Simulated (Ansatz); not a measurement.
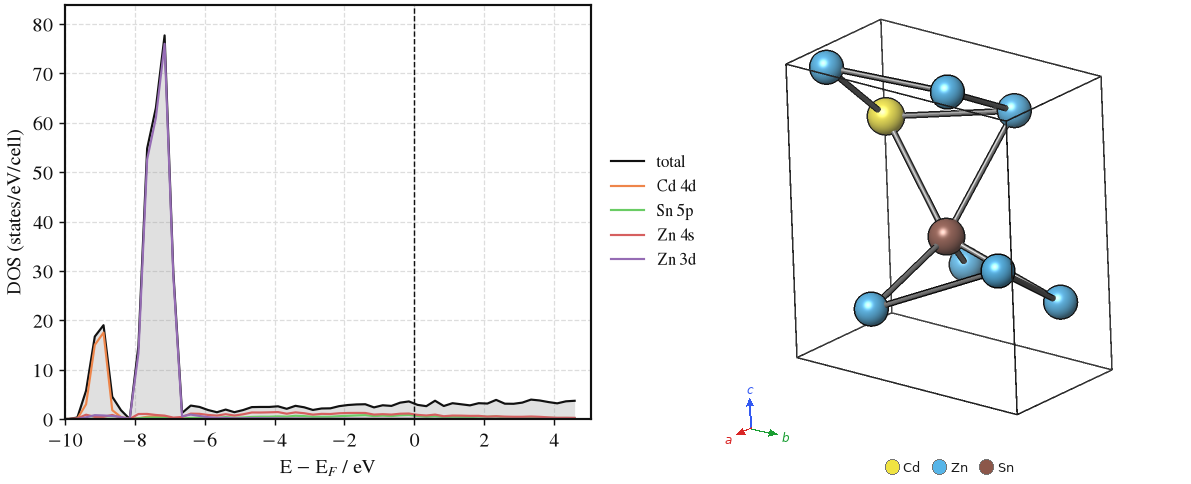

Simulated data, not a measurement (program: Ansatz).

Density of states, beside the structure. Energies are counted from the Fermi level. The partial curves are projected on Löwdin-orthogonalised atomic shells; they sum to less than the total at higher energies, where shells without a projector contribute.

This input was run:

```
crystal:
  lattice:
    - [4.98216, 0.815424, 0.229599]
    - [0.215828, 5.355047, 0.428625]
    - [0.487132, -1.049995, 6.04126]
  atoms:
    - { symbol: Cd, position: [0.287788, 0.134195, 0.739374] }
    - { symbol: Zn, position: [0.414695, 0.959481, 0.286152] }
    - { symbol: Zn, position: [0.162597, 0.668435, 0.843608] }
    - { symbol: Zn, position: [0.665964, 0.587748, 0.968304] }
    - { symbol: Zn, position: [0.921335, 0.901986, 0.458302] }
    - { symbol: Zn, position: [0.007661, 0.352524, 0.23482] }
    - { symbol: Zn, position: [0.755584, 0.077244, 0.96698] }
    - { symbol: Sn, position: [0.461129, 0.467734, 0.420928] }
kpoints:
  mp_grid: { grid: [4, 4, 3], shift: [0.5, 0.5, 0.0] }
magnetization:
  spin_polarized: false
scf:
  occupations: { method: fermi_dirac }
  lower_state_search: "off"
  max_iter: 200
hamiltonian:
  pseudopotentials: { kind: paw }
  xc:
    exchange: { pbe: { weight: 1.0, kappa: 1.211, mu: 0.2727 } }
    correlation: lyp
basis:
  ecutwfc: 420
  fft_grid_basis: typed
output:
  forces: true
  stress: true
  eigenvalues: true
  bader: true
  populations: true
  elf: true
  write_potential: true
  volumetric_format: npy
  dos:
    e_range: [-12, 8]
    de: 0.05
    projected: { site_lists: { Cd: [Cd], Sn: [Sn], Zn: [Zn] } }
checkpoint:
  read: saved_state
```

What is the density of states at the Fermi level?

Answer. It is a metal. The density of states at the Fermi level is about 3.2 per eV and cell (mean within 0.25 eV), or 0.4 per atom.

Where is the tallest peak in the window, and which states make it?

Answer. The tallest peak in the window is at −7.2 eV; by projected weight it is Zn 3d almost alone.

Where is the centre of the Cd 4d band?

Answer. Over the range shown, the centre of the Cd 4d weight lies 8.9 eV below the Fermi level, and the shell is essentially full.

The atoms aren't at rest in this cell (largest force 0.6 eV/Å), so the relaxed material can differ.
